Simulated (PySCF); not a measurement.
Run report: C₂H₆AlNO, geometry relaxation

- system: C₂H₆AlNO, SMILES C#[N+][AlH2-][O]C
- method: PBE0-D3(BJ)/def2-SVP geometry optimisation, gas phase (PySCF 2.14.0)

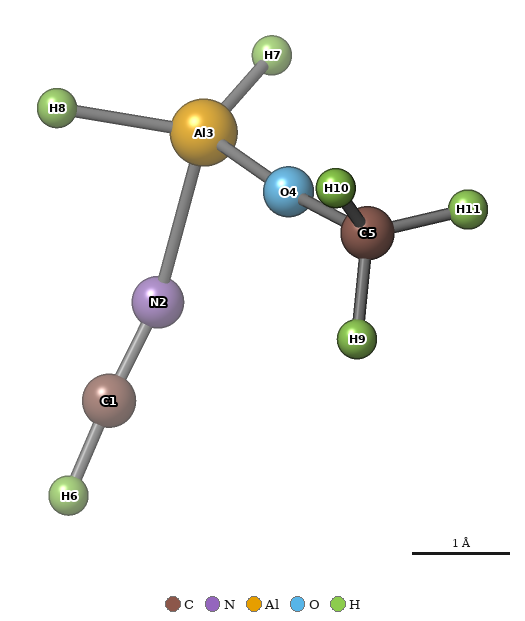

Figure 1. The structure as given in the input (ball-and-stick view, seen at a tilt; atoms are numbered from 1 in the order of the input). Sticks mark near contacts.

Input
```
{"job": {"xc": "PBE0", "basis": "def2-SVP", "d3": "d3bj", "grid": 1, "shake": 0.01, "kind": "geom"}, "charge": 0, "multiplicity": 1}
C      2.501810     0.995070    -0.207000
N      1.884690     0.117770    -0.591250
Al     0.448780    -1.301440    -0.255640
O     -0.795110    -0.308030     0.048790
C     -1.952730     0.469740     0.285260
H      3.040310     1.856140     0.127100
H      0.451430    -2.113270    -1.552780
H      1.238110    -1.815420     1.003370
H     -1.657290     1.524480     0.473300
H     -2.476560     0.120350     1.198180
H     -2.645330     0.428780    -0.545000
```

The first line tells a small driver script what to run in PySCF; the rest is the geometry in Å.

Launch command:
```bash
OMP_NUM_THREADS=1 python <driver script> task.json out
```

The program's output
```
step   0  E = -451.62419500  max force = 0.066687
step   1  E = -451.63360849  max force = 0.011382
step   2  E = -451.63418488  max force = 0.003807
step   3  E = -451.63476968  max force = 0.005787
step   4  E = -451.63524301  max force = 0.007204
step   5  E = -451.63570731  max force = 0.005382
step   6  E = -451.63588653  max force = 0.002041
step   7  E = -451.63598287  max force = 0.001843
step   8  E = -451.63601370  max force = 0.001752
step   9  E = -451.63606175  max force = 0.001380
step  10  E = -451.63613231  max force = 0.001699
step  11  E = -451.63623448  max force = 0.002097
step  12  E = -451.63630006  max force = 0.002347
step  13  E = -451.63648361  max force = 0.003019
step  14  E = -451.63677799  max force = 0.004903
step  15  E = -451.63723785  max force = 0.006146
step  16  E = -451.63777286  max force = 0.004547
step  17  E = -451.63762494  max force = 0.004600
step  18  E = -451.63815394  max force = 0.001570
step  19  E = -451.63826877  max force = 0.000931
step  20  E = -451.63835503  max force = 0.001628
step  21  E = -451.63838905  max force = 0.001588
step  22  E = -451.63844887  max force = 0.001333
step  23  E = -451.63851885  max force = 0.001728
step  24  E = -451.63863570  max force = 0.002494
step  25  E = -451.63871477  max force = 0.001956
step  26  E = -451.63876797  max force = 0.000440
step  27  E = -451.63877563  max force = 0.000211
optimisation converged
```

Trajectory as extended XYZ (Å, eV, eV/Å), 10 of the 28 frames kept, from step=0 to step=27
```
11
Properties=species:S:1:pos:R:3:forces:R:3 step=0 energy=-12289.32031
C     2.5018    0.9951   -0.2070    0.5099   0.8635  -0.0150
N     1.8847    0.1178   -0.5913   -0.4463  -0.6586  -0.1639
Al    0.4488   -1.3014   -0.2556    1.4299  -1.2912   0.0123
O    -0.7951   -0.3080    0.0488   -3.4292   2.4489   0.6790
C    -1.9527    0.4697    0.2853    2.0072  -0.7285   0.6869
H     3.0403    1.8561    0.1271    0.3344   0.3162   0.1784
H     0.4514   -2.1133   -1.5528   -0.0023  -0.5530  -0.8425
H     1.2381   -1.8154    1.0034    0.2050  -0.2845   0.3652
H    -1.6573    1.5245    0.4733   -0.1898  -0.1242  -0.1445
H    -2.4766    0.1203    1.1982    0.0172   0.0079  -0.1479
H    -2.6453    0.4288   -0.5450   -0.4358   0.0033  -0.6080
11
Properties=species:S:1:pos:R:3:forces:R:3 step=3 energy=-12289.60806
C     2.6017    1.0436   -0.2450    0.0684   0.0065  -0.1400
N     1.8908    0.1633   -0.4407   -0.0511  -0.0107   0.1933
Al    0.4247   -1.3485   -0.1967    0.1366  -0.0638  -0.0670
O    -0.8709   -0.3122    0.1114   -0.2976   0.2504   0.1270
C    -1.9723    0.4759    0.3007    0.1023  -0.0009  -0.0083
H     3.2788    1.8696   -0.0732   -0.0192  -0.0100   0.0026
H     0.4733   -2.0674   -1.6124    0.0330  -0.0362  -0.0775
H     1.1372   -2.0148    1.0668    0.0144  -0.0294   0.0167
H    -1.6999    1.5288    0.5248    0.0294  -0.0472   0.0208
H    -2.6006    0.1258    1.1439    0.0273  -0.0150  -0.0011
H    -2.6242    0.5110   -0.5923   -0.0437  -0.0437  -0.0665
11
Properties=species:S:1:pos:R:3:forces:R:3 step=6 energy=-12289.63845
C     2.7708    0.9879   -0.3128    0.0543  -0.0562  -0.0474
N     1.9406    0.1981   -0.2504   -0.0615   0.0495   0.0581
Al    0.4189   -1.2442   -0.1245    0.1050  -0.0937  -0.0839
O    -0.9099   -0.2491    0.1958   -0.0284   0.0998   0.0754
C    -2.0795    0.4452    0.3143    0.0071  -0.0154  -0.0462
H     3.5673    1.7153   -0.3873   -0.0191   0.0280   0.0227
H     0.6038   -1.7964   -1.6151   -0.0187  -0.0208   0.0176
H     1.0279   -2.0579    1.1082    0.0004  -0.0016  -0.0127
H    -1.9046    1.4923    0.6328   -0.0086   0.0089   0.0032
H    -2.7550   -0.0073    1.0666   -0.0198   0.0047   0.0046
H    -2.6417    0.4912   -0.6404   -0.0108  -0.0032   0.0086
11
Properties=species:S:1:pos:R:3:forces:R:3 step=9 energy=-12289.64322
C     2.7641    0.9868   -0.3095    0.0086   0.0094   0.0123
N     1.9326    0.1994   -0.2375   -0.0161  -0.0076  -0.0136
Al    0.4223   -1.2515   -0.1254   -0.0143  -0.0029  -0.0342
O    -0.8929   -0.2374    0.2207    0.0470   0.0284   0.0709
C    -2.0701    0.4489    0.3108   -0.0157  -0.0167  -0.0045
H     3.5468    1.7298   -0.3765    0.0013  -0.0008   0.0009
H     0.5785   -1.8043   -1.6178   -0.0037  -0.0031   0.0000
H     1.0414   -2.0795    1.0915   -0.0047  -0.0027   0.0009
H    -1.9090    1.5009    0.6217    0.0019   0.0039  -0.0197
H    -2.7544    0.0034    1.0603   -0.0041  -0.0074  -0.0110
H    -2.6208    0.4787   -0.6511   -0.0003  -0.0005  -0.0020
11
Properties=species:S:1:pos:R:3:forces:R:3 step=12 energy=-12289.64970
C     2.7686    0.9839   -0.3073   -0.0093   0.0074   0.0172
N     1.9319    0.2013   -0.2430    0.0125  -0.0159  -0.0205
Al    0.4197   -1.2451   -0.1200   -0.0044  -0.0038  -0.0488
O    -0.8715   -0.2144    0.2703    0.0273   0.0413   0.1207
C    -2.0666    0.4469    0.3104   -0.0130  -0.0170  -0.0336
H     3.5545    1.7244   -0.3642    0.0029  -0.0023  -0.0033
H     0.5318   -1.7892   -1.6200    0.0021  -0.0014   0.0004
H     1.0580   -2.0879    1.0765   -0.0049  -0.0009  -0.0017
H    -1.9365    1.5085    0.6024    0.0029  -0.0009  -0.0170
H    -2.7624    0.0023    1.0497   -0.0046  -0.0074  -0.0112
H    -2.5890    0.4445   -0.6675   -0.0116   0.0009  -0.0023
11
Properties=species:S:1:pos:R:3:forces:R:3 step=15 energy=-12289.67522
C     2.8522    0.9502   -0.3132   -0.0400  -0.0973  -0.0373
N     1.9856    0.1989   -0.2583   -0.0139   0.1353   0.0244
Al    0.4039   -1.1649   -0.0865   -0.1190   0.0468  -0.0463
O    -0.8484   -0.1239    0.4554    0.3160  -0.1423   0.0646
C    -2.0977    0.4199    0.3126   -0.0993  -0.0514  -0.1383
H     3.6756    1.6486   -0.3758   -0.0132   0.0083   0.0188
H     0.3965   -1.6560   -1.6145   -0.0264   0.0270   0.0547
H     1.1030   -2.0592    1.0346   -0.0228  -0.0067   0.0076
H    -2.0933    1.5008    0.5510   -0.0222   0.0362  -0.0194
H    -2.8300   -0.0525    0.9973   -0.0059   0.0143   0.0011
H    -2.5088    0.3134   -0.7154    0.0467   0.0297   0.0701
11
Properties=species:S:1:pos:R:3:forces:R:3 step=18 energy=-12289.70015
C     2.8535    0.9441   -0.3247    0.0224  -0.0544  -0.0503
N     1.9766    0.2058   -0.2709   -0.0603   0.0807   0.0462
Al    0.3749   -1.1185   -0.0306   -0.0230   0.0211  -0.0184
O    -0.7985   -0.0600    0.6617    0.0441  -0.0765   0.0127
C    -2.0551    0.3869    0.3031    0.0121   0.0279   0.0282
H     3.6891    1.6280   -0.3849   -0.0135   0.0168   0.0148
H     0.1614   -1.5083   -1.5683    0.0120  -0.0266   0.0044
H     1.1412   -2.0840    0.9816   -0.0198  -0.0086  -0.0060
H    -2.1475    1.4782    0.4645   -0.0126   0.0145  -0.0333
H    -2.8477   -0.0879    0.9154    0.0154  -0.0047  -0.0111
H    -2.3095    0.1909   -0.7596    0.0232   0.0097   0.0128
11
Properties=species:S:1:pos:R:3:forces:R:3 step=21 energy=-12289.70655
C     2.7666    0.9774   -0.3390   -0.0069   0.0212   0.0064
N     1.9170    0.2089   -0.2749    0.0251  -0.0322  -0.0011
Al    0.3736   -1.1780   -0.0276    0.0228   0.0120  -0.0370
O    -0.7749   -0.1125    0.6883   -0.0816  -0.0295   0.0401
C    -1.9990    0.4047    0.3107    0.0502   0.0359  -0.0098
H     3.5637    1.7063   -0.3923    0.0027  -0.0028  -0.0100
H     0.1465   -1.5778   -1.5607   -0.0035  -0.0001   0.0000
H     1.1481   -2.1532    0.9667    0.0076   0.0118   0.0080
H    -2.0288    1.5038    0.4459   -0.0008   0.0001   0.0054
H    -2.8232   -0.0117    0.9218   -0.0069  -0.0038   0.0007
H    -2.2511    0.2074   -0.7516   -0.0087  -0.0127  -0.0027
11
Properties=species:S:1:pos:R:3:forces:R:3 step=24 energy=-12289.71326
C     2.6399    1.0357   -0.3982   -0.0225   0.0107   0.0158
N     1.8467    0.2124   -0.2970    0.0104  -0.0092  -0.0566
Al    0.3716   -1.2453   -0.0098   -0.0278   0.0061   0.0870
O    -0.7970   -0.2565    0.7926    0.0771  -0.0917  -0.0233
C    -1.9180    0.4086    0.3416   -0.1282   0.0364  -0.0512
H     3.3805    1.8186   -0.4885    0.0100  -0.0104  -0.0008
H     0.0732   -1.6400   -1.5311    0.0192   0.0338  -0.0083
H     1.2268   -2.1954    0.9396    0.0060   0.0048   0.0041
H    -1.7958    1.5095    0.3984    0.0058  -0.0070   0.0080
H    -2.8085    0.1574    0.9506    0.0291   0.0132   0.0193
H    -2.1808    0.1701   -0.7109    0.0209   0.0133   0.0059
11
Properties=species:S:1:pos:R:3:forces:R:3 step=27 energy=-12289.71707
C     2.5686    1.0633   -0.4378    0.0083  -0.0066   0.0041
N     1.8055    0.2145   -0.3171   -0.0097   0.0109  -0.0081
Al    0.3765   -1.2876   -0.0016    0.0096   0.0026   0.0035
O    -0.8296   -0.3504    0.7983   -0.0060   0.0001   0.0041
C    -1.8944    0.4119    0.3597    0.0054  -0.0062  -0.0017
H     3.2889    1.8623   -0.5487   -0.0017   0.0020  -0.0008
H     0.1141   -1.6729   -1.5322    0.0020  -0.0021  -0.0011
H     1.2615   -2.2007    0.9556   -0.0044  -0.0052  -0.0021
H    -1.6720    1.4977    0.4073   -0.0029   0.0023   0.0013
H    -2.7883    0.2451    0.9901    0.0013   0.0013   0.0018
H    -2.1923    0.1919   -0.6865   -0.0018   0.0010  -0.0009
```

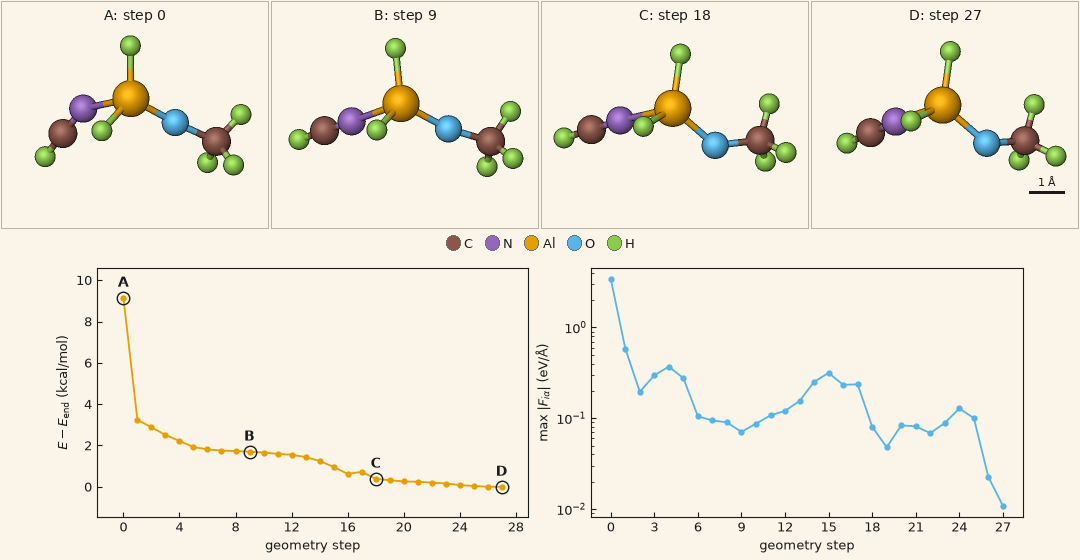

Figure 2. Frames of the relaxation (ball-and-stick view, seen at a tilt) above the curves, on which the letters mark them (steps are counted from 0).

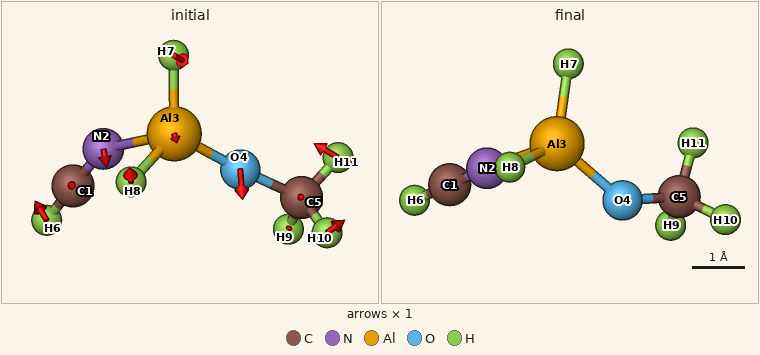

Figure 3. Before (left) and after (right) the relaxation, at one scale (ball-and-stick view, seen at a tilt). The red arrows give the displacements, at true length. O4 moves most after the best rigid fit: 0.71 Å. Largest moves by element: O 0.71 Å, H 0.59 Å, N 0.38 Å, Al 0.21 Å, C 0.15 Å. Among the contacts that change: Al3–O4 1.621 → 1.724 Å, Al3–H7 1.530 → 1.600 Å, N2–Al3 2.047 → 2.097 Å, O4–C5 1.415 → 1.381 Å. Among the angles that change: Al3–O4–C5 175.2° → 133.8°, C1–N2–Al3 149.2° → 176.9°, N2–Al3–H8 90.3° → 97.0°. After 27 geometry steps the energy has fallen by 9.15 kcal/mol. The largest force component goes from 3.4 to 0.011 eV/Å. (Atoms are counted from 1 in the order of the input.)

Key numbers

| quantity | value |
| --- | --- |
| outcome | converged |
| total energy | −451.638776 hartree |
| dipole moment | 6.62 D |
| point group | C1 |
| hardware | 1 CPU thread, shared host |
| wall time | 1.7 min |
| peak memory | 0.43 GiB |
